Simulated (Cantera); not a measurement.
Charge: 1 mol MgCO₃, 1.7 mol SO₃, 0.94 mol O₂, equilibrated at 1250 K.

Equilibrium computed with Cantera from the NASA thermochemical tables; the gas is ideal and each condensed phase is pure. Candidate condensed phases: C, Mg, MgCO₃, MgO, MgS, MgSO₄, S; 26 gas species. The numbers say what is thermodynamically allowed, not how fast it happens.

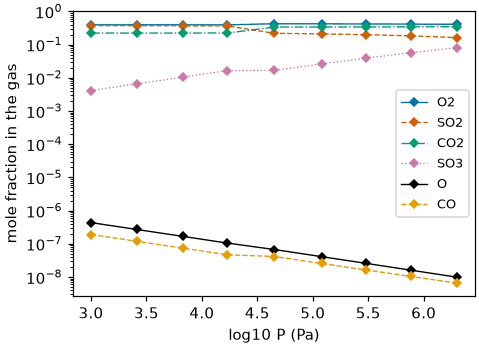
Figure: Equilibrium gas composition (values under 1e-9 drawn at 1e-9)

Question: Read off the mole fractions at 1.20 bar.

Answer: O₂ about 0.42, CO₂ about 0.34, SO₂ about 0.21, SO₃ about 0.026, O about 4.1e-8, CO about 2.6e-8.
